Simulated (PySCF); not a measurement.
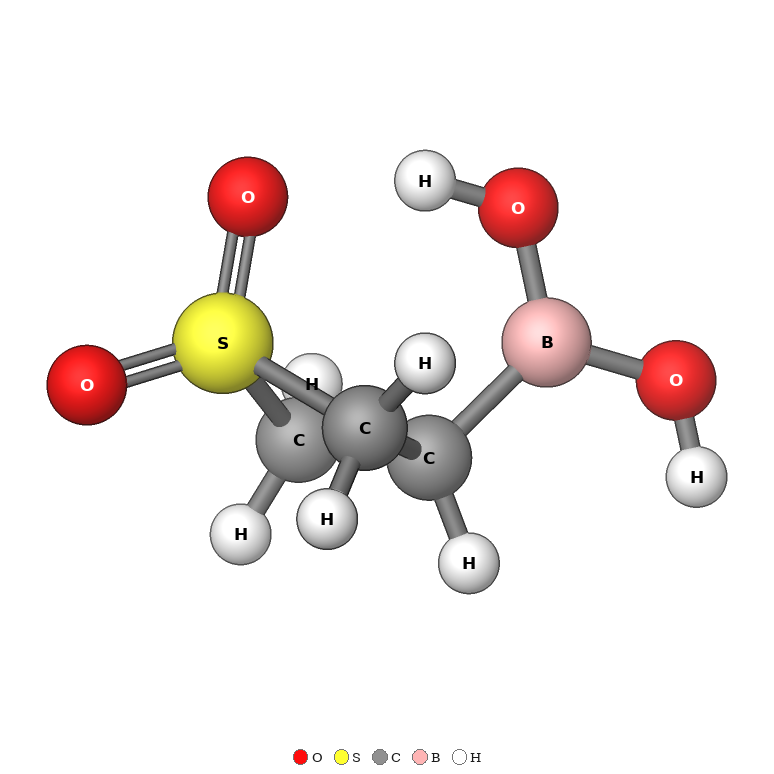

The computed structure is the end point of a GFN2-xTB optimisation. No frequency run is at hand to confirm it as a minimum. Method: PBE0/pcSseg-1, gas phase (PySCF 2.14.0).

Q: Estimate the HOMO energy (Kohn–Sham orbital).

A: −8.65 eV.

Q: Estimate the HOMO–LUMO gap.

A: 9.05 eV.

Q: What is the dipole moment?

A: 5.21 D.

The geometry is semi-empirical. Around B such bond lengths and angles can be off by a tenth of an ångström or more and by several degrees, and values that hang on the shape move with them.
